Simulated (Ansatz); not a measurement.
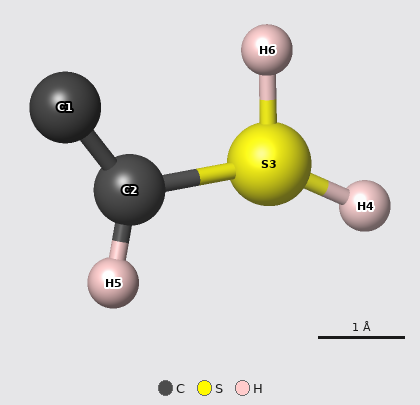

**Figure 1.** The input geometry (ball-and-stick view, seen at a tilt; atoms are numbered from 1 in the order of the input). Bond lengths as drawn: C–C 1.33 Å, C–H 1.10 Å, C–S 1.82 Å and H–S 1.35 to 1.36 Å.

## Run report: C2H3S (charge −1), geometry relaxation (part 1 of 2)

The run: geometry relaxation of C2H3S, charge −1. Method and program: RKS PBE-D4/def2-SVPD (Ansatz 0.2.0).

Figures and captions count atoms from 1; the log counts them from 0 in places.

**Log**
```
Functional definition: PBE
  name "PBE"
  cite "Perdew, Burke & Ernzerhof, Phys. Rev. Lett. 77, 3865 (1996) doi:10.1103/PhysRevLett.77.3865"
  parent pbe
  parameter kappa = 0.804
  parameter beta = 0.06672455060314922
  exchange = pbe_x(kappa = kappa, mu = beta*pi^2/3)
  correlation = pbe_c(beta = beta)
800 factors; their error is unknown
mean field evaluation 1: about -12931.5222 eV, gradient 5.4e1 eV
mean field evaluation 2: about -12786.1278 eV, gradient 1.6e2 eV
mean field evaluation 4: about -12936.7367 eV, gradient 3.8e1 eV
mean field evaluation 8: about -12940.6166 eV, gradient 2.3e-1 eV
mean field evaluation 16: about -12940.5903 eV, gradient 1.2e-3 eV
mean field -12940.59028585 eV, -475.5579215578 hartree, gradient 5.8e-5 eV, S^2 0.000000; 0 other end points of the search recorded, 0 dependent functions left out
the calculation of the forces begins
reference -12940.59032939 eV, -475.5579231577 hartree; 16, 16 occupied and 75, 75 virtual orbitals, 800 factors
relax step   1: F+E_penalty+E_count = -12940.71903435 eV  Δ(F+E_penalty+E_count) = +0.000e0 eV  max|allowed force component| = 5.246e0 eV/Å  Δτ_max = 0.0000 Å  (29 SCF iters, accepted)
these checks for a lower state are left out or cut short: starts, cluster_reference, orbital_swaps, neighbouring_geometries, increment
800 factors; their error is unknown
mean field -12941.56287909 eV, -475.5936637001 hartree, gradient 2.5e-5 eV, S^2 0.000000; 0 other end points of the search recorded, 0 dependent functions left out
[... from here on the field's lines of each further geometry are left out, up to the last ...]
relax step   2: F+E_penalty+E_count = -12941.69004985 eV  Δ(F+E_penalty+E_count) = -9.710e-1 eV  max|allowed force component| = 4.199e0 eV/Å  Δτ_max = 0.1962 Å  (35 SCF iters, accepted)
relax step   3: F+E_penalty+E_count = -12942.43963665 eV  Δ(F+E_penalty+E_count) = -7.496e-1 eV  max|allowed force component| = 1.929e0 eV/Å  Δτ_max = 0.1907 Å  (36 SCF iters, accepted)
relax step   4: F+E_penalty+E_count = -12942.99818875 eV  Δ(F+E_penalty+E_count) = -5.586e-1 eV  max|allowed force component| = 1.465e0 eV/Å  Δτ_max = 0.1952 Å  (36 SCF iters, accepted)
relax step   5: F+E_penalty+E_count = -12943.34985865 eV  Δ(F+E_penalty+E_count) = -3.517e-1 eV  max|allowed force component| = 4.785e-1 eV/Å  Δτ_max = 0.2000 Å  (36 SCF iters, accepted)
relax step   6: F+E_penalty+E_count = -12943.43212704 eV  Δ(F+E_penalty+E_count) = -8.227e-2 eV  max|allowed force component| = 4.647e-1 eV/Å  Δτ_max = 0.2000 Å  (34 SCF iters, accepted)
relax step   7: F+E_penalty+E_count = -12943.48583277 eV  Δ(F+E_penalty+E_count) = -5.371e-2 eV  max|allowed force component| = 3.359e-1 eV/Å  Δτ_max = 0.1464 Å  (34 SCF iters, accepted)
relax step   8: F+E_penalty+E_count = -12943.55500226 eV  Δ(F+E_penalty+E_count) = -6.917e-2 eV  max|allowed force component| = 1.141e0 eV/Å  Δτ_max = 0.1903 Å  (35 SCF iters, accepted)
relax step   9: F+E_penalty+E_count = -12943.65025868 eV  Δ(F+E_penalty+E_count) = -9.526e-2 eV  max|allowed force component| = 9.558e-1 eV/Å  Δτ_max = 0.1951 Å  (34 SCF iters, accepted)
relax step  10: F+E_penalty+E_count = -12943.78774145 eV  Δ(F+E_penalty+E_count) = -1.375e-1 eV  max|allowed force component| = 2.097e0 eV/Å  Δτ_max = 0.1962 Å  (34 SCF iters, accepted)
relax step  11: F+E_penalty+E_count = -12943.93254107 eV  Δ(F+E_penalty+E_count) = -1.448e-1 eV  max|allowed force component| = 1.945e0 eV/Å  Δτ_max = 0.1950 Å  (35 SCF iters, accepted)
relax step  12: F+E_penalty+E_count = -12944.16764307 eV  Δ(F+E_penalty+E_count) = -2.351e-1 eV  max|allowed force component| = 2.684e0 eV/Å  Δτ_max = 0.1932 Å  (36 SCF iters, accepted)
relax step  13: F+E_penalty+E_count = -12944.40929464 eV  Δ(F+E_penalty+E_count) = -2.417e-1 eV  max|allowed force component| = 3.224e0 eV/Å  Δτ_max = 0.1997 Å  (36 SCF iters, accepted)
relax step  14: F+E_penalty+E_count = -12944.73082882 eV  Δ(F+E_penalty+E_count) = -3.215e-1 eV  max|allowed force component| = 1.802e0 eV/Å  Δτ_max = 0.1997 Å  (36 SCF iters, accepted)
relax step  15: F+E_penalty+E_count = -12944.85212147 eV  Δ(F+E_penalty+E_count) = -1.213e-1 eV  max|allowed force component| = 4.879e-1 eV/Å  Δτ_max = 0.1954 Å  (34 SCF iters, accepted)
relax step  16: F+E_penalty+E_count = -12944.89176518 eV  Δ(F+E_penalty+E_count) = -3.964e-2 eV  max|allowed force component| = 1.645e0 eV/Å  Δτ_max = 0.1939 Å  (34 SCF iters, accepted)
relax step  17: F+E_penalty+E_count = -12944.94802161 eV  Δ(F+E_penalty+E_count) = -5.626e-2 eV  max|allowed force component| = 6.211e-1 eV/Å  Δτ_max = 0.1948 Å  (34 SCF iters, accepted)
relax step  18: F+E_penalty+E_count = -12944.96374243 eV  Δ(F+E_penalty+E_count) = -1.572e-2 eV  max|allowed force component| = 6.407e-1 eV/Å  Δτ_max = 0.1474 Å  (33 SCF iters, accepted)
relax step  19: F+E_penalty+E_count = -12944.99319442 eV  Δ(F+E_penalty+E_count) = -2.945e-2 eV  max|allowed force component| = 8.682e-2 eV/Å  Δτ_max = 0.1788 Å  (34 SCF iters, accepted)
relax step  20: F+E_penalty+E_count = -12944.99908652 eV  Δ(F+E_penalty+E_count) = -5.892e-3 eV  max|allowed force component| = 6.516e-2 eV/Å  Δτ_max = 0.1006 Å  (30 SCF iters, accepted)
relax step  21: F+E_penalty+E_count = -12944.99104347 eV  Δ(F+E_penalty+E_count) = +8.043e-3 eV  max|allowed force component| = 6.432e-1 eV/Å  Δτ_max = 0.1950 Å  (35 SCF iters, rejected (line search))
relax step  22: F+E_penalty+E_count = -12945.00374209 eV  Δ(F+E_penalty+E_count) = -4.656e-3 eV  max|allowed force component| = 1.565e-1 eV/Å  Δτ_max = 0.0963 Å  (30 SCF iters, accepted)
relax step  23: F+E_penalty+E_count = -12945.00487975 eV  Δ(F+E_penalty+E_count) = -1.138e-3 eV  max|allowed force component| = 2.381e-1 eV/Å  Δτ_max = 0.0977 Å  (29 SCF iters, accepted)
relax step  24: F+E_penalty+E_count = -12945.00740511 eV  Δ(F+E_penalty+E_count) = -2.525e-3 eV  max|allowed force component| = 1.439e-2 eV/Å  Δτ_max = 0.0382 Å  (29 SCF iters, accepted)
relax step  25: F+E_penalty+E_count = -12945.00759848 eV  Δ(F+E_penalty+E_count) = -1.934e-4 eV  max|allowed force component| = 4.223e-2 eV/Å  Δτ_max = 0.0395 Å  (28 SCF iters, accepted)
the calculation of the forces begins
reference -12944.92813103 eV, -475.7173344279 hartree; 16, 16 occupied and 75, 75 virtual orbitals, 800 factors
relax step  26: F+E_penalty+E_count = -12945.00779191 eV  Δ(F+E_penalty+E_count) = -1.934e-4 eV  max|allowed force component| = 2.020e-2 eV/Å  Δτ_max = 0.0381 Å  (29 SCF iters, accepted)
800 factors; their error is unknown
mean field evaluation 224: about -12944.9281 eV, gradient 7.0e-2 eV
```

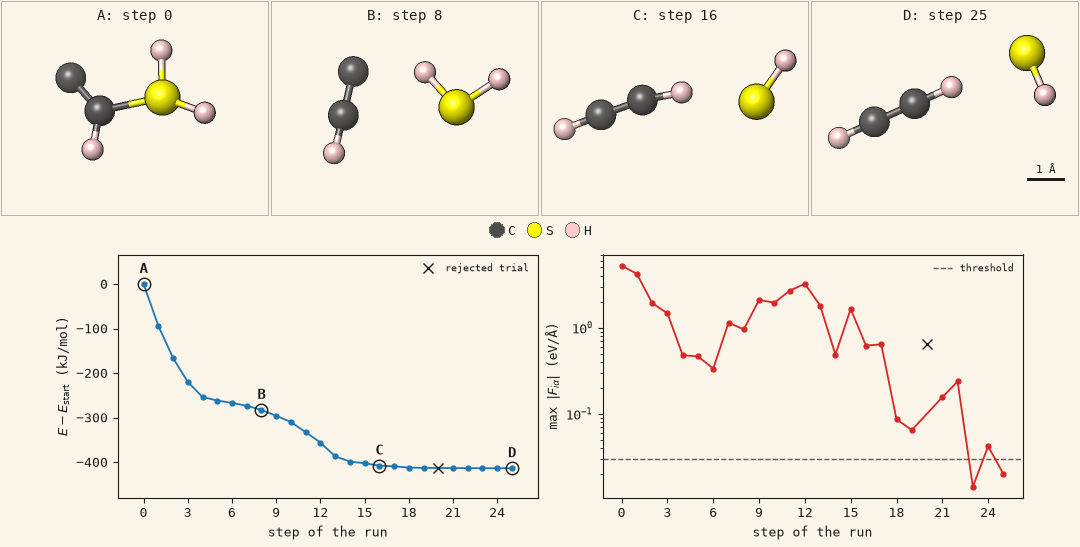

**Figure 2.** Frames of the relaxation (ball-and-stick view, seen at a tilt) above the curves, on which the letters mark them (the first geometry is step 0 here and step 1 in the log).

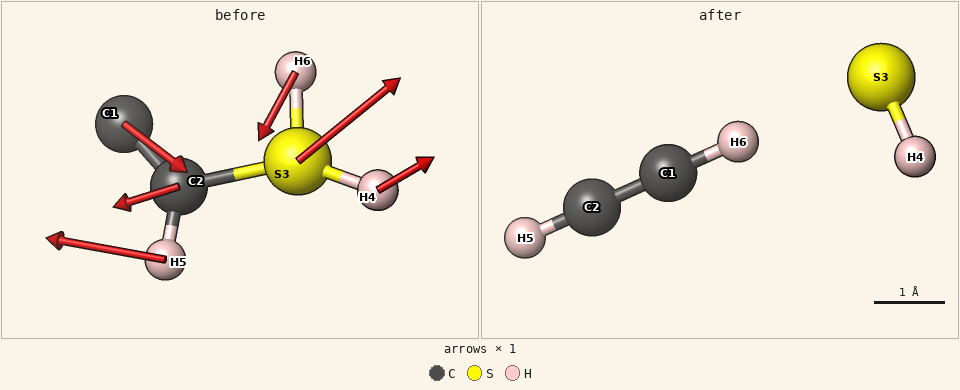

**Figure 3.** Before (left) and after (right) the relaxation, at one scale (ball-and-stick view, seen at a tilt). The red arrows give the displacements, at true length. The atom that moves furthest after the best rigid fit is S3 (1.92 Å). By element the largest moves are S 1.92 Å, H 1.91 Å, C 1.29 Å. Among the contacts that change: C2–S3 1.820 → 4.652 Å, C1–H6 2.660 → 1.123 Å, S3–H6 1.347 → 2.302 Å, C1–C2 1.329 → 1.226 Å. New bonds form: C1–H6 (2.66 → 1.12 Å). Bonds break: C2–S3 (1.82 → 4.65 Å), S3–H6 (1.35 → 2.30 Å). Among the angles that change: C1–C2–H5 130.1° → 180.0°. After 25 geometry steps the energy has fallen by 413.8 kJ/mol. Largest force component: 5.2 eV/Å at the start, 0.02 eV/Å at the end. The line search rejected the trial step at point 20 (counted from 0) and went back. (Atoms are counted from 1 in the order of the input.)

```
mean field -12944.92808804 eV, -475.7173328481 hartree, gradient 9.7e-6 eV, S^2 0.000000; 1 other end points of the search recorded, 0 dependent functions left out
the calculation of the forces begins
reference -12944.92813103 eV, -475.7173344279 hartree; 16, 16 occupied and 75, 75 virtual orbitals, 800 factors
Total energy: -12945.00783490 eV, -475.7202634912 hartree
Atom 0 at     0.265088     0.139760    -0.289466 Å, force    -0.012412     0.000302    -0.020200 eV/Å
Atom 1 at    -0.714431    -0.027179    -1.007952 Å, force     0.005415    -0.000342     0.010257 eV/Å
Atom 2 at     2.998373     0.603747     1.722754 Å, force    -0.008424    -0.003446     0.004555 eV/Å
Atom 3 at     2.361705     0.173066     2.851618 Å, force     0.005806     0.002805    -0.004734 eV/Å
Atom 4 at    -1.577016    -0.174355    -1.640004 Å, force     0.011893     0.002231     0.007932 eV/Å
Atom 5 at     1.159941     0.291230     0.372333 Å, force    -0.002277    -0.001549     0.002190 eV/Å
Dipole moment:    -1.069538    -0.201526    -0.688646 e Å
```

**Trajectory as extended XYZ (Å, eV, eV/Å), 26 frames, from step=1 to step=26**
```
6
Properties=species:S:1:pos:R:3:forces:R:3 step=1 energy=-12940.71903
C    -1.0972   -0.3409   -0.0321    1.7544   0.5220   0.2040
C     0.1084    0.1054   -0.3691   -5.2462  -1.0754  -3.0010
S     1.4699    0.3066    0.8211   -0.0501   0.0547   0.0130
H     2.7651    0.6413    1.0663    3.2139   0.5998   1.8369
H     0.4999    0.4183   -1.3495    0.1916   0.0652  -0.0237
H     0.7476   -0.1244    1.8726    0.1364  -0.1663   0.9707
6
Properties=species:S:1:pos:R:3:forces:R:3 step=2 energy=-12941.69005
C    -1.1097   -0.3453   -0.0105    1.2085   0.3893  -0.0531
C     0.0429    0.0988   -0.4479   -4.1992  -0.9185  -2.0046
S     1.4969    0.3246    0.7841    1.4288   0.3961   0.3350
H     2.8462    0.6336    1.2449    0.9684   0.0366   1.3679
H     0.4099    0.4064   -1.4406    0.2276   0.0174   0.2524
H     0.8076   -0.1119    1.8794    0.3659   0.0789   0.1024
6
Properties=species:S:1:pos:R:3:forces:R:3 step=3 energy=-12942.43964
C    -1.1567   -0.3594   -0.0101    0.0713  -0.0263   0.2735
C    -0.0686    0.0801   -0.5214   -1.9294  -0.2937  -1.5705
S     1.5659    0.3535    0.7450    1.8250   0.3533   0.9771
H     2.9139    0.6215    1.4227   -0.4482  -0.1929   0.4035
H     0.3577    0.3968   -1.4811    0.0909  -0.0119   0.2043
H     0.8815   -0.0864    1.8543    0.3904   0.1716  -0.2879
6
Properties=species:S:1:pos:R:3:forces:R:3 step=4 energy=-12942.99819
C    -1.2311   -0.3797   -0.0108    0.3157   0.0724   0.1359
C    -0.2078    0.0577   -0.6294   -1.0789  -0.1897  -0.7418
S     1.7118    0.3893    0.7582    1.4653   0.2019   1.2419
H     2.9625    0.6060    1.6111   -1.0323  -0.2167  -0.4838
H     0.2851    0.3874   -1.5463    0.0926  -0.0047   0.1705
H     0.9730   -0.0546    1.8265    0.2376   0.1367  -0.3227
6
Properties=species:S:1:pos:R:3:forces:R:3 step=5 energy=-12943.34986
C    -1.2809   -0.3978   -0.0151    0.2590   0.0755   0.0819
C    -0.3580    0.0422   -0.7605   -0.4785  -0.1212  -0.2540
S     1.8676    0.4193    0.8418    0.3509   0.0230   0.4335
H     2.9748    0.5922    1.7024   -0.3113  -0.0777  -0.0899
H     0.2420    0.3828   -1.6005    0.0508   0.0110   0.0824
H     1.0483   -0.0324    1.8412    0.1292   0.0894  -0.2539
6
Properties=species:S:1:pos:R:3:forces:R:3 step=6 energy=-12943.43213
C    -1.1704   -0.3794    0.0792    0.4228   0.1751  -0.2261
C    -0.4032    0.0375   -0.8398   -0.4647  -0.1511   0.0428
S     1.9509    0.4348    0.8898    0.1758   0.0267   0.1361
H     2.9689    0.5660    1.8303   -0.0954  -0.0269  -0.0067
H     0.1047    0.3719   -1.7456   -0.0078  -0.0415   0.1974
H     1.0427   -0.0245    1.7954   -0.0306   0.0178  -0.1435
```
